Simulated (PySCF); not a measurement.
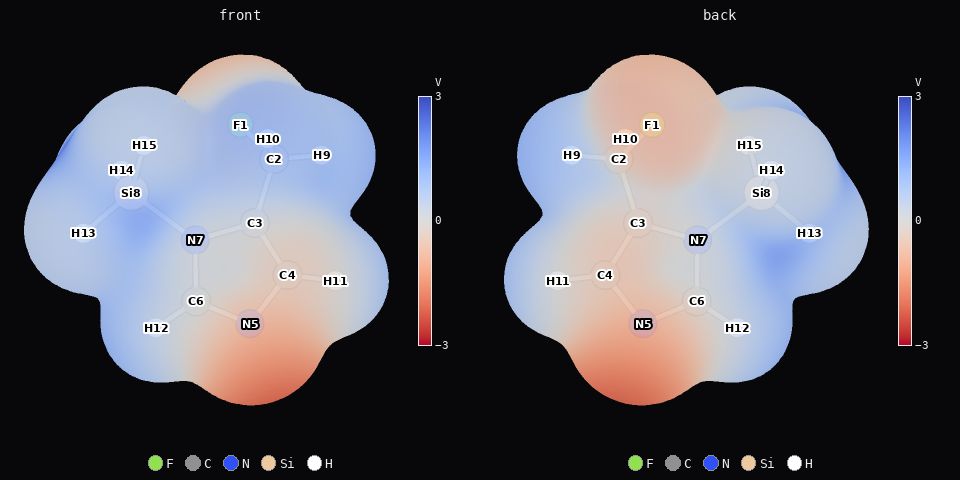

*C4H7FN2Si (SMILES FCc1cncn1[SiH3]). The electrostatic potential painted on the density surface at 0.002 e/bohr³, seen from the front and from behind; the colour scale runs from red (negative) to blue (positive).*

Geometry: GFN2-xTB.

Computed with PySCF 2.14.0, CAM-B3LYP/def2-SVPD, SCF density, gas phase.

```
atom    x (Å)    y (Å)    z (Å)
   F  -0.9114  -2.0965  -0.4985
   C  -1.3453  -1.1748   0.4354
   C  -0.8058   0.1752   0.1425
   C  -1.4283   1.3876   0.0691
   N  -0.5122   2.3611  -0.1909
   C   0.6269   1.7475  -0.2804
   N   0.5344   0.4029  -0.0816
  Si   1.8139  -0.7913  -0.2642
   H  -2.4383  -1.1673   0.4020
   H  -1.0017  -1.5485   1.4082
   H  -2.4665   1.6226   0.1915
   H   1.5632   2.2259  -0.4851
   H   3.0312   0.0121  -0.1801
   H   1.6455  -1.4423  -1.5572
   H   1.6900  -1.7063   0.8675
```

### Which sites attract a positive test charge, and which a negative one?

A positive charge is drawn to the negative regions and a negative charge to the positive ones. The most negative region (about −2.0 V) lies over N5, the most positive (about +1.9 V) over Si8. N5 is the likeliest acceptor of a hydrogen bond.

### How polar is the molecule by this calculation?

Its dipole moment is 2.64 D.
